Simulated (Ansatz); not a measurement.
**Molecular dynamics of CH5ClSi2 (part 1 of 2)**

System: CH5ClSi2, SMILES Cl[SiH]1C[SiH2]1.
Method: RKS BLYP-d4/6-31G* (Ansatz 0.2.0).

The geometry comes from this level: PBE0-D4/def2-TZVP. Figures and captions count atoms from 1; the log counts them from 0 in places.

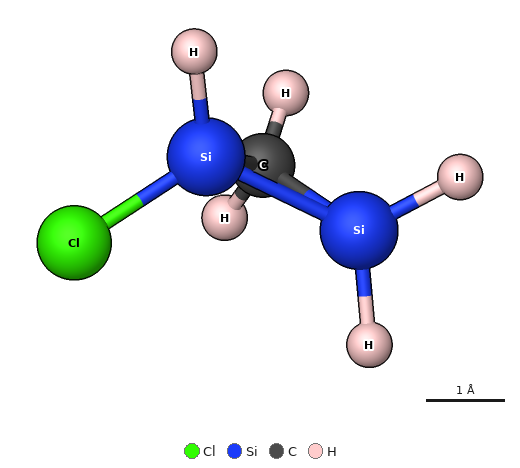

The structure as given in the input (ball-and-stick view, seen at a tilt).

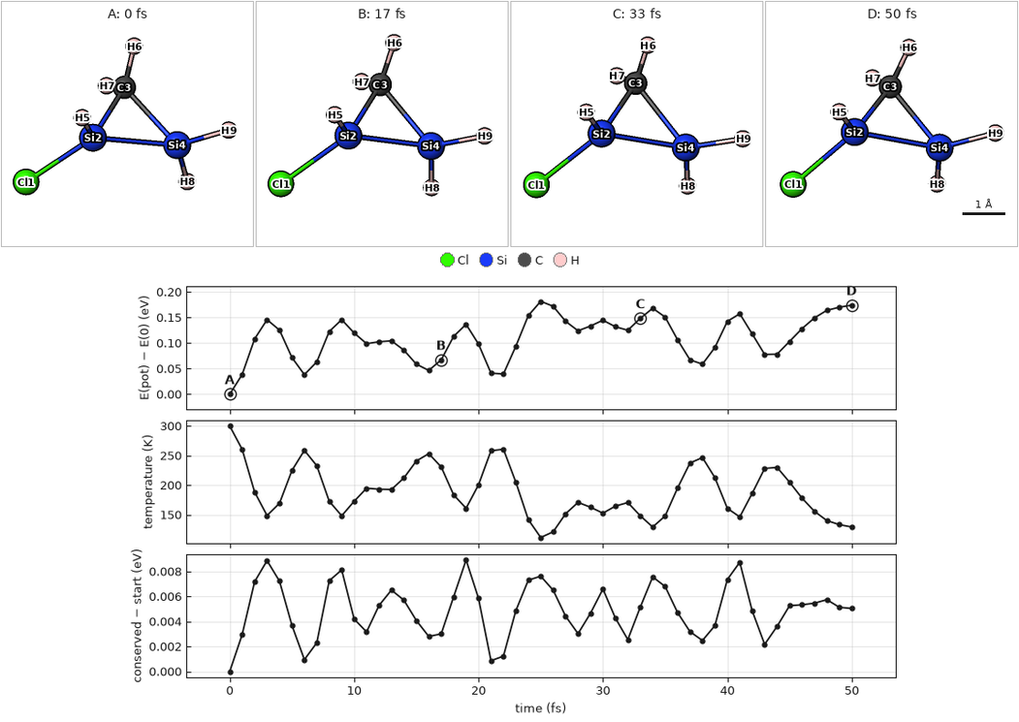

Frames of the molecular dynamics (ball-and-stick, seen at a tilt) above the curves, on which the letters mark them. The trajectory kept here has 51 frames over 50 fs. The temperature starts at 300 K, ranges from 112 to 300 K and averages 170 K over the second half. The potential energy ends 0.174 eV above its first value. The conserved quantity stays within 0.0089 eV. After an unweighted best fit of the last frame on the first, the root-mean-square displacement is 0.19 Å.

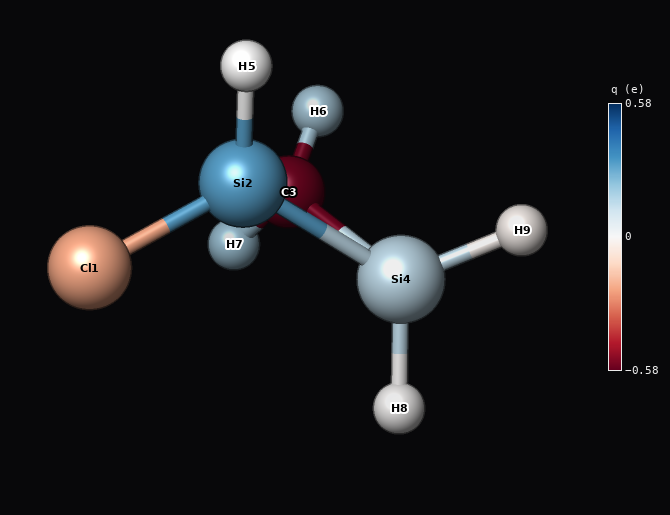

Mulliken charges, as the colour of each atom (ball-and-stick view, seen at a tilt; atoms are numbered from 1 in the order of the input). By element: Cl −0.22, Si +0.14 to +0.31, C −0.55 and H −0.03 to +0.19 e.

The input that produced these results follows, with the program's output.

**Input file**
```yaml
crystal:
  periodic: [false, false, false]
  atoms:
    - {symbol: Cl, position_ang: [-0.980948, -0.129348, -2.673052]}
    - {symbol: Si, position_ang: [-0.561216, 0.652069, -0.823589]}
    - {symbol: C, position_ang: [1.004819, 0.030968, 0.003527]}
    - {symbol: Si, position_ang: [-0.476947, -0.616149, 1.023606]}
    - {symbol: H, position_ang: [-0.790309, 2.113227, -0.831510]}
    - {symbol: H, position_ang: [1.662653, 0.769806, 0.457904]}
    - {symbol: H, position_ang: [1.574951, -0.733152, -0.522742]}
    - {symbol: H, position_ang: [-0.693134, -2.079979, 0.964814]}
    - {symbol: H, position_ang: [-0.651371, -0.053743, 2.383943]}
basis:
  gaussian: {orbitals: "6-31G*"}
hamiltonian: {xc: {name: BLYP}, dispersion: d4}
md: {timestep: 1 fs, n_steps: 50, ensemble: nvt_nose_hoover, temperature: 300, initial_velocities: maxwell_boltzmann, seed: 506}
```

Launch command:
```bash
ansatz run in.yaml --threads 2 --pin off --events-out ev --progress --plain --max-ram 4352MiB
```

**Output**
```
Functional definition: BLYP
  name "BLYP"
  cite "Becke, Phys. Rev. A 38, 3098 (1988) doi:10.1103/PhysRevA.38.3098"
  cite "Lee, Yang & Parr, Phys. Rev. B 37, 785 (1988) doi:10.1103/PhysRevB.37.785"
  parameter beta = 0.0042
  parameter a = 0.04918
  parameter b = 0.132
  parameter c = 0.2533
  parameter d = 0.349
  exchange = b88_x(beta = beta)
  correlation = lyp_c(a = a, b = b, c = c, d = d)
1022 factors; their error is unknown
mean field evaluation 1: about -29385.4636 eV, gradient 5.8e1 eV
mean field evaluation 2: about -29363.6996 eV, gradient 9.3e1 eV
mean field evaluation 4: about -29393.7353 eV, gradient 6.1e0 eV
mean field evaluation 8: about -29393.8437 eV, gradient 3.0e-1 eV
mean field evaluation 16: about -29393.7548 eV, gradient 3.3e-4 eV
mean field -29393.75479551 eV, -1080.2005649324 hartree, gradient 2.5e-5 eV, S^2 0.000000; 0 other end points of the search recorded, 0 dependent functions left out
the calculation of the forces begins
reference -29393.75513222 eV, -1080.2005773064 hartree; 28, 28 occupied and 54, 54 virtual orbitals, 1022 factors
md step     0: t =     0.00 fs  T =   300.0 K  F+E_penalty+E_count = -29394.25955765 eV  E_kin = 0.271446 eV  conserved = -29393.98811165 eV  (29 SCF iters)
these checks for a lower state are left out or cut short: starts, cluster_reference, orbital_swaps, neighbouring_geometries, increment
1022 factors; their error is unknown
mean field -29393.71510441 eV, -1080.1991063115 hartree, gradient 8.2e-6 eV, S^2 0.000000; 0 other end points of the search recorded, 0 dependent functions left out
the calculation of the forces begins
reference -29393.71544092 eV, -1080.1991186780 hartree; 28, 28 occupied and 54, 54 virtual orbitals, 1022 factors
md step     1: t =     1.00 fs  T =   260.5 K  F+E_penalty+E_count = -29394.22086499 eV  E_kin = 0.235707 eV  conserved = -29393.98515894 eV  (30 SCF iters, 3 dispersion substeps)
[... from here on the SCF iterations and repeated set-up lines of each step are left out, up to the last step ...]
md step     2: t =     2.00 fs  T =   188.4 K  F+E_penalty+E_count = -29394.15143865 eV  E_kin = 0.170511 eV  conserved = -29393.98093499 eV  (31 SCF iters, 3 dispersion substeps)
md step     3: t =     3.00 fs  T =   148.7 K  F+E_penalty+E_count = -29394.11380010 eV  E_kin = 0.134575 eV  conserved = -29393.97924770 eV  (31 SCF iters, 3 dispersion substeps)
md step     4: t =     4.00 fs  T =   169.4 K  F+E_penalty+E_count = -29394.13411513 eV  E_kin = 0.153278 eV  conserved = -29393.98088889 eV  (30 SCF iters, 3 dispersion substeps)
md step     5: t =     5.00 fs  T =   224.8 K  F+E_penalty+E_count = -29394.18769693 eV  E_kin = 0.203383 eV  conserved = -29393.98441678 eV  (30 SCF iters, 3 dispersion substeps)
md step     6: t =     6.00 fs  T =   258.9 K  F+E_penalty+E_count = -29394.22120208 eV  E_kin = 0.234215 eV  conserved = -29393.98716375 eV  (29 SCF iters, 3 dispersion substeps)
md step     7: t =     7.00 fs  T =   232.8 K  F+E_penalty+E_count = -29394.19619142 eV  E_kin = 0.210636 eV  conserved = -29393.98581329 eV  (29 SCF iters, 3 dispersion substeps)
md step     8: t =     8.00 fs  T =   172.8 K  F+E_penalty+E_count = -29394.13684951 eV  E_kin = 0.156329 eV  conserved = -29393.98085424 eV  (30 SCF iters, 3 dispersion substeps)
md step     9: t =     9.00 fs  T =   148.3 K  F+E_penalty+E_count = -29394.11378141 eV  E_kin = 0.134197 eV  conserved = -29393.97999096 eV  (31 SCF iters, 3 dispersion substeps)
md step    10: t =    10.00 fs  T =   172.7 K  F+E_penalty+E_count = -29394.13971419 eV  E_kin = 0.156293 eV  conserved = -29393.98391427 eV  (30 SCF iters, 3 dispersion substeps)
md step    11: t =    11.00 fs  T =   194.9 K  F+E_penalty+E_count = -29394.16068678 eV  E_kin = 0.176345 eV  conserved = -29393.98494869 eV  (30 SCF iters, 3 dispersion substeps)
md step    12: t =    12.00 fs  T =   193.2 K  F+E_penalty+E_count = -29394.15693814 eV  E_kin = 0.174843 eV  conserved = -29393.98283441 eV  (30 SCF iters, 3 dispersion substeps)
md step    13: t =    13.00 fs  T =   192.7 K  F+E_penalty+E_count = -29394.15509434 eV  E_kin = 0.174377 eV  conserved = -29393.98160171 eV  (30 SCF iters, 3 dispersion substeps)
md step    14: t =    14.00 fs  T =   212.2 K  F+E_penalty+E_count = -29394.17333259 eV  E_kin = 0.191973 eV  conserved = -29393.98240776 eV  (30 SCF iters, 3 dispersion substeps)
md step    15: t =    15.00 fs  T =   240.8 K  F+E_penalty+E_count = -29394.20068764 eV  E_kin = 0.217901 eV  conserved = -29393.98403111 eV  (30 SCF iters, 3 dispersion substeps)
md step    16: t =    16.00 fs  T =   253.2 K  F+E_penalty+E_count = -29394.21298160 eV  E_kin = 0.229140 eV  conserved = -29393.98531036 eV  (30 SCF iters, 3 dispersion substeps)
md step    17: t =    17.00 fs  T =   230.8 K  F+E_penalty+E_count = -29394.19226803 eV  E_kin = 0.208858 eV  conserved = -29393.98510497 eV  (30 SCF iters, 3 dispersion substeps)
md step    18: t =    18.00 fs  T =   183.6 K  F+E_penalty+E_count = -29394.14637657 eV  E_kin = 0.166138 eV  conserved = -29393.98213692 eV  (30 SCF iters, 3 dispersion substeps)
md step    19: t =    19.00 fs  T =   161.0 K  F+E_penalty+E_count = -29394.12280087 eV  E_kin = 0.145686 eV  conserved = -29393.97919397 eV  (30 SCF iters, 3 dispersion substeps)
md step    20: t =    20.00 fs  T =   200.6 K  F+E_penalty+E_count = -29394.16153348 eV  E_kin = 0.181550 eV  conserved = -29393.98226824 eV  (31 SCF iters, 3 dispersion substeps)
md step    21: t =    21.00 fs  T =   258.1 K  F+E_penalty+E_count = -29394.21822150 eV  E_kin = 0.233529 eV  conserved = -29393.98725076 eV  (30 SCF iters, 3 dispersion substeps)
md step    22: t =    22.00 fs  T =   260.8 K  F+E_penalty+E_count = -29394.21994671 eV  E_kin = 0.235938 eV  conserved = -29393.98688581 eV  (31 SCF iters, 3 dispersion substeps)
md step    23: t =    23.00 fs  T =   205.1 K  F+E_penalty+E_count = -29394.16567375 eV  E_kin = 0.185594 eV  conserved = -29393.98324930 eV  (30 SCF iters, 3 dispersion substeps)
md step    24: t =    24.00 fs  T =   141.9 K  F+E_penalty+E_count = -29394.10579753 eV  E_kin = 0.128382 eV  conserved = -29393.98081222 eV  (31 SCF iters, 3 dispersion substeps)
md step    25: t =    25.00 fs  T =   111.6 K  F+E_penalty+E_count = -29394.07787042 eV  E_kin = 0.100954 eV  conserved = -29393.98049209 eV  (32 SCF iters, 3 dispersion substeps)
md step    26: t =    26.00 fs  T =   121.3 K  F+E_penalty+E_count = -29394.08757204 eV  E_kin = 0.109715 eV  conserved = -29393.98161088 eV  (30 SCF iters, 3 dispersion substeps)
md step    27: t =    27.00 fs  T =   151.8 K  F+E_penalty+E_count = -29394.11702169 eV  E_kin = 0.137307 eV  conserved = -29393.98369257 eV  (31 SCF iters, 3 dispersion substeps)
md step    28: t =    28.00 fs  T =   170.9 K  F+E_penalty+E_count = -29394.13543721 eV  E_kin = 0.154608 eV  conserved = -29393.98508628 eV  (31 SCF iters, 3 dispersion substeps)
md step    29: t =    29.00 fs  T =   162.8 K  F+E_penalty+E_count = -29394.12616405 eV  E_kin = 0.147267 eV  conserved = -29393.98345724 eV  (31 SCF iters, 3 dispersion substeps)
md step    30: t =    30.00 fs  T =   152.7 K  F+E_penalty+E_count = -29394.11486339 eV  E_kin = 0.138207 eV  conserved = -29393.98151700 eV  (32 SCF iters, 3 dispersion substeps)
md step    31: t =    31.00 fs  T =   164.6 K  F+E_penalty+E_count = -29394.12758432 eV  E_kin = 0.148926 eV  conserved = -29393.98383676 eV  (30 SCF iters, 3 dispersion substeps)
md step    32: t =    32.00 fs  T =   170.6 K  F+E_penalty+E_count = -29394.13442539 eV  E_kin = 0.154394 eV  conserved = -29393.98555927 eV  (30 SCF iters, 3 dispersion substeps)
md step    33: t =    33.00 fs  T =   148.3 K  F+E_penalty+E_count = -29394.11132498 eV  E_kin = 0.134224 eV  conserved = -29393.98297510 eV  (31 SCF iters, 3 dispersion substeps)
md step    34: t =    34.00 fs  T =   129.4 K  F+E_penalty+E_count = -29394.09140185 eV  E_kin = 0.117041 eV  conserved = -29393.98055053 eV  (30 SCF iters, 3 dispersion substeps)
md step    35: t =    35.00 fs  T =   148.0 K  F+E_penalty+E_count = -29394.10867624 eV  E_kin = 0.133882 eV  conserved = -29393.98131408 eV  (32 SCF iters, 3 dispersion substeps)
md step    36: t =    36.00 fs  T =   195.2 K  F+E_penalty+E_count = -29394.15308292 eV  E_kin = 0.176629 eV  conserved = -29393.98339880 eV  (31 SCF iters, 3 dispersion substeps)
md step    37: t =    37.00 fs  T =   237.5 K  F+E_penalty+E_count = -29394.19234946 eV  E_kin = 0.214916 eV  conserved = -29393.98493041 eV  (31 SCF iters, 3 dispersion substeps)
md step    38: t =    38.00 fs  T =   246.6 K  F+E_penalty+E_count = -29394.20067483 eV  E_kin = 0.223167 eV  conserved = -29393.98563356 eV  (31 SCF iters, 3 dispersion substeps)
md step    39: t =    39.00 fs  T =   212.7 K  F+E_penalty+E_count = -29394.16818864 eV  E_kin = 0.192474 eV  conserved = -29393.98444637 eV  (29 SCF iters, 3 dispersion substeps)
md step    40: t =    40.00 fs  T =   160.9 K  F+E_penalty+E_count = -29394.11710595 eV  E_kin = 0.145584 eV  conserved = -29393.98075947 eV  (31 SCF iters, 3 dispersion substeps)
md step    41: t =    41.00 fs  T =   146.4 K  F+E_penalty+E_count = -29394.10218034 eV  E_kin = 0.132469 eV  conserved = -29393.97937836 eV  (30 SCF iters, 3 dispersion substeps)
md step    42: t =    42.00 fs  T =   186.3 K  F+E_penalty+E_count = -29394.14168940 eV  E_kin = 0.168570 eV  conserved = -29393.98326774 eV  (31 SCF iters, 3 dispersion substeps)
md step    43: t =    43.00 fs  T =   228.3 K  F+E_penalty+E_count = -29394.18172622 eV  E_kin = 0.206549 eV  conserved = -29393.98594327 eV  (30 SCF iters, 3 dispersion substeps)
md step    44: t =    44.00 fs  T =   230.0 K  F+E_penalty+E_count = -29394.18119209 eV  E_kin = 0.208151 eV  conserved = -29393.98450173 eV  (30 SCF iters, 3 dispersion substeps)
md step    45: t =    45.00 fs  T =   205.1 K  F+E_penalty+E_count = -29394.15629421 eV  E_kin = 0.185574 eV  conserved = -29393.98285261 eV  (30 SCF iters, 3 dispersion substeps)
md step    46: t =    46.00 fs  T =   178.3 K  F+E_penalty+E_count = -29394.13132507 eV  E_kin = 0.161285 eV  conserved = -29393.98277798 eV  (30 SCF iters, 3 dispersion substeps)
md step    47: t =    47.00 fs  T =   155.9 K  F+E_penalty+E_count = -29394.11039634 eV  E_kin = 0.141026 eV  conserved = -29393.98264985 eV  (30 SCF iters, 3 dispersion substeps)
md step    48: t =    48.00 fs  T =   140.3 K  F+E_penalty+E_count = -29394.09549595 eV  E_kin = 0.126902 eV  conserved = -29393.98236868 eV  (29 SCF iters, 3 dispersion substeps)
md step    49: t =    49.00 fs  T =   133.4 K  F+E_penalty+E_count = -29394.08941938 eV  E_kin = 0.120689 eV  conserved = -29393.98297711 eV  (30 SCF iters, 3 dispersion substeps)
these checks for a lower state are left out or cut short: starts, cluster_reference, orbital_swaps, neighbouring_geometries, increment
1022 factors; their error is unknown
mean field -29393.57744500 eV, -1080.1940474215 hartree, gradient 2.7e-5 eV, S^2 0.000000; 0 other end points of the search recorded, 0 dependent functions left out
the calculation of the forces begins
reference -29393.57777920 eV, -1080.1940597030 hartree; 28, 28 occupied and 54, 54 virtual orbitals, 1022 factors
1022 factors; their error is unknown
mean field evaluation 416: about -29393.6503 eV, gradient 2.3e0 eV
mean field -29393.57744500 eV, -1080.1940474215 hartree, gradient 2.6e-5 eV, S^2 0.000000; 1 other end points of the search recorded, 0 dependent functions left out
the calculation of the forces begins
reference -29393.57777920 eV, -1080.1940597030 hartree; 28, 28 occupied and 54, 54 virtual orbitals, 1022 factors
md step    50: t =    50.00 fs  T =   129.4 K  F+E_penalty+E_count = -29394.08545086 eV  E_kin = 0.117092 eV  conserved = -29393.98307476 eV  (28 SCF iters, 3 dispersion substeps)
Total energy: -29394.08578506 eV, -1080.2127285739 hartree
Atom 0 at    -1.022086    -0.193070    -2.620065 Å, force     0.137822     0.026024    -0.217772 eV/Å
Atom 1 at    -0.473196     0.772210    -0.847680 Å, force    -0.912760    -0.554029     0.348996 eV/Å
Atom 2 at     0.979374     0.086203     0.057593 Å, force     1.249035     1.106720     1.191305 eV/Å
Atom 3 at    -0.507409    -0.682407     0.962012 Å, force    -0.302081     1.275715    -0.080206 eV/Å
Atom 4 at    -0.671682     2.210945    -0.973178 Å, force    -0.086443     0.602996    -0.047537 eV/Å
Atom 5 at     1.521685     0.835978     0.731327 Å, force    -0.516222    -0.631612    -0.846817 eV/Å
Atom 6 at     1.683773    -0.549647    -0.432240 Å, force     0.791447    -0.605419    -0.455131 eV/Å
Atom 7 at    -0.689323    -2.055956     0.608021 Å, force    -0.278715    -1.199489    -0.149887 eV/Å
Atom 8 at    -0.595395    -0.343610     2.398140 Å, force    -0.082083    -0.020905     0.257050 eV/Å
Dipole moment:     0.249190     0.125536     0.317182 e Å
```

**Trajectory as extended XYZ (Å, eV, eV/Å), 22 of the 51 frames kept, from step=0 to step=50**
```
9
Properties=species:S:1:pos:R:3:forces:R:3 step=0 time_fs=0.0 energy=-29394.25956 temperature=300.0
Cl   -0.9809   -0.1293   -2.6731   -0.1799  -0.3082  -0.7404
Si   -0.5612    0.6521   -0.8236   -0.1903   0.4608   0.1834
C     1.0048    0.0310    0.0035    0.3145   0.0134  -0.0237
Si   -0.4769   -0.6161    1.0236   -0.2898  -0.2642   0.4004
H    -0.7903    2.1132   -0.8315   -0.0360   0.2250   0.0059
H     1.6627    0.7698    0.4579    0.2388   0.2265   0.1349
H     1.5750   -0.7332   -0.5227    0.2085  -0.2274  -0.1524
H    -0.6931   -2.0800    0.9648   -0.0336  -0.1951  -0.0004
H    -0.6514   -0.0537    2.3839   -0.0322   0.0692   0.1923
9
Properties=species:S:1:pos:R:3:forces:R:3 step=2 time_fs=2.0 energy=-29394.15144 temperature=188.4
Cl   -0.9839   -0.1339   -2.6733   -0.1198  -0.2457  -0.5816
Si   -0.5570    0.6562   -0.8180   -0.2585   0.0886  -0.0432
C     1.0003    0.0402    0.0105    1.1725  -1.6343  -1.0554
Si   -0.4755   -0.6175    1.0178   -0.2352   0.6242   0.3966
H    -0.7788    2.0935   -0.8341   -0.1089   0.6954  -0.0114
H     1.6549    0.7464    0.4904    0.5340   0.5415   0.2499
H     1.6041   -0.7704   -0.5504   -0.7469   1.0867   0.7553
H    -0.7126   -2.0228    0.9089   -0.1971  -1.2317  -0.0116
H    -0.6638   -0.0584    2.3708   -0.0401   0.0753   0.3014
```
